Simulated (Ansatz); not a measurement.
An ideal cubic perovskite cell is held by its symmetry; such compounds can tilt or shift off centre at room temperature. The starting structures come from a database of crystals and need not be the phases stable at ambient conditions.

 Where the default PAW files enter, the runs use the earlier of Ansatz's two default sets.

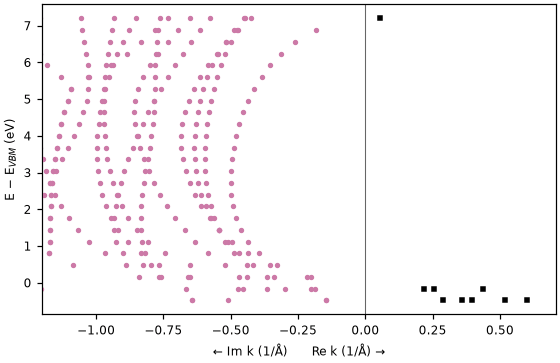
Complex bands at the centre of the two-dimensional zone; r2SCAN (Ansatz, a first-principles code)

The gap is the functional's own. No spin-orbit coupling. Mid-gap values are interpolated on the energy grid.

**Question.** This is CsSrF$_{3}$ (Pm-3m, cubic perovskite, not sure to be the ambient phase, 5 atoms a cell, 21.6 Å³ an atom) along the normal of (110). Read off the slowest decay at the centre of the two-dimensional zone at 3.68 eV, the computed energy nearest the middle of the gap.

**Answer.** κ ≈ 0.49 1/Å, a decay length 1/(2κ) of the density of 1.0 Å.
